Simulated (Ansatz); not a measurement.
```xyz
4
charge 0, multiplicity 2
Si   -0.3028    0.2780    0.1687
Cl    1.5192   -0.3738    0.8552
H    -1.0652   -0.9968    0.2475
H    -0.2482    0.7880   -1.2276
```

Geometry: moved along internal coordinates away from the minimum.

Describe the molecule in this file.

It has 4 atoms: 1 chlorine, 2 hydrogen and 1 silicon (ClH₂Si). SMILES: `[SiH2]Cl`. Among its groups: Si–H bond. It is an open-shell species. Coordination: 1 Si trigonal pyramidal.

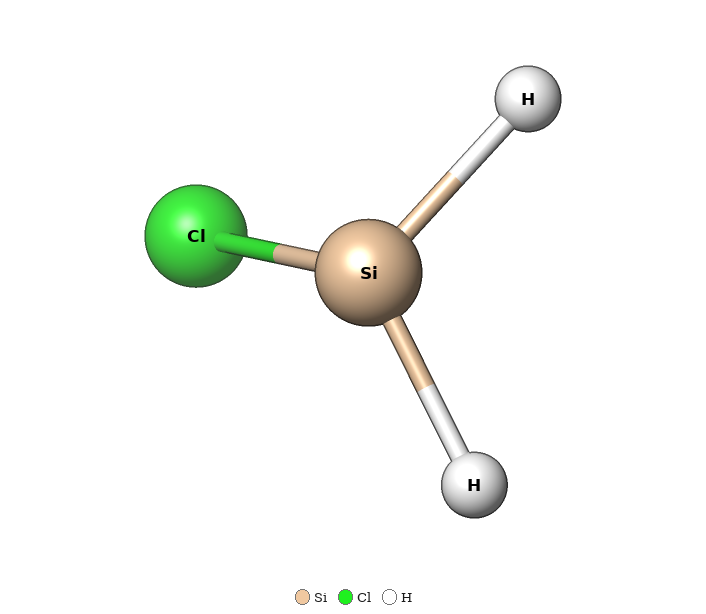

Source: calculation with Ansatz.
